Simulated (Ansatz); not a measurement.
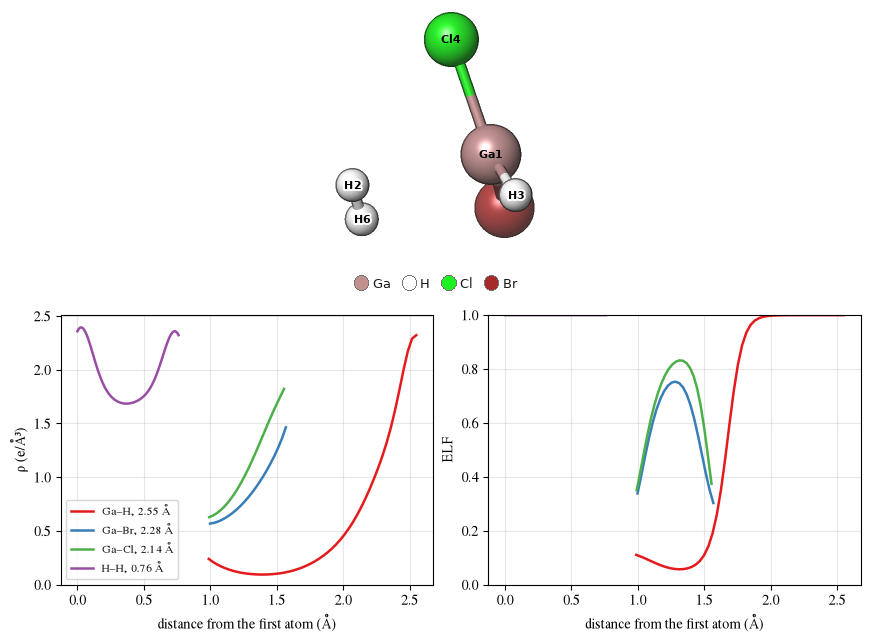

*BrClGaH···H₂. Electron density and electron localisation function along straight lines between neighbouring atoms. The curves leave out the atomic cores. The structure is drawn too.*

Level of theory: RKS r2SCAN/def2-SVP in Ansatz.

```xyz
6

Ga   -0.0305   -0.7494   -0.3107
H    -0.2999    0.3157    1.9920
H     1.3339   -0.0497   -0.4884
Cl   -1.8694    0.2706   -0.7277
Br   -0.2147   -2.9621    0.2107
H     0.0216   -0.3398    2.2051
```

Compare the contacts.

Ga1···H6 (2.55 Å): the density falls to about 0.09 e/Å³ on the way; the ELF dips to about 0.05 between them.
Ga–Br (2.28 Å): ρ is about 0.64 e/Å³ halfway; the ELF peaks at about 0.75 in the valence shell of Br, 1.0 Å from its nucleus, and is about 0.65 at the midpoint.
Ga–Cl (2.14 Å): the density is about 0.69 e/Å³ at the midpoint; the ELF peaks at about 0.85 in the valence shell of Cl, 0.8 Å from its nucleus, and is about 0.55 at the midpoint.
H–H (0.76 Å): the density is about 1.7 e/Å³ at the midpoint; the ELF is about 1 at the midpoint.
